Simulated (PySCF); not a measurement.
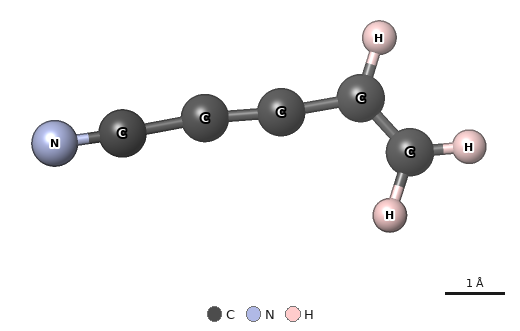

This is the input geometry for a relaxation of C5H3N. Style: ball-and-stick. Shown face on.

The start comes from MMFF94s. Its atoms were then displaced at random by about 0.03 Å.

The calculation used PBE0-D3(BJ)/def2-SVP geometry optimisation, gas phase (PySCF 2.14.0, density-fitted response routines).

```xyz
9

C    -1.5421   -1.0958   -0.5528
C    -0.5081   -1.1079    0.1661
C     0.3345    0.0013    0.2697
C     1.2463    0.9456    0.3912
C     2.1017    2.1142    0.5053
N     2.8241    3.0481    0.6320
H    -1.8500   -0.1220   -1.1012
H    -2.2234   -1.8556   -0.6636
H    -0.2503   -1.9972    0.7550
```

### Predict the outcome.

The energy falls by 1.073 eV in 7 geometry steps. N6 moves most after the best rigid fit: 0.11 Å. By element the largest moves are N 0.11 Å, C 0.10 Å, H 0.09 Å. Some distances before and after: C3–C4 1.318 → 1.220 Å, C1–C2 1.259 → 1.342 Å, C4–C5 1.453 → 1.372 Å, C1–H7 1.159 → 1.092 Å. Bond angles that change, for instance: C3–C4–C5 172.2° → 179.4°, C2–C1–H8 126.8° → 120.5°, C2–C3–C4 173.2° → 178.4°.

Final geometry:

```xyz
9

C    -1.5831   -1.0367   -0.5741
C    -0.4666   -1.0455    0.1705
C     0.4147    0.0585    0.2846
C     1.1921    0.9909    0.4041
C     2.0634    2.0444    0.5252
N     2.8036    2.9367    0.6264
H    -1.8804   -0.1554   -1.1468
H    -2.2234   -1.9200   -0.6241
H    -0.1875   -1.9425    0.7358
```

After the run, drawn alike:

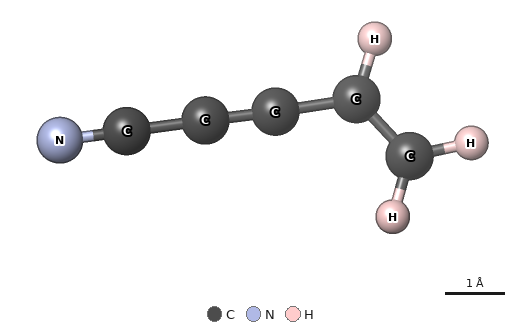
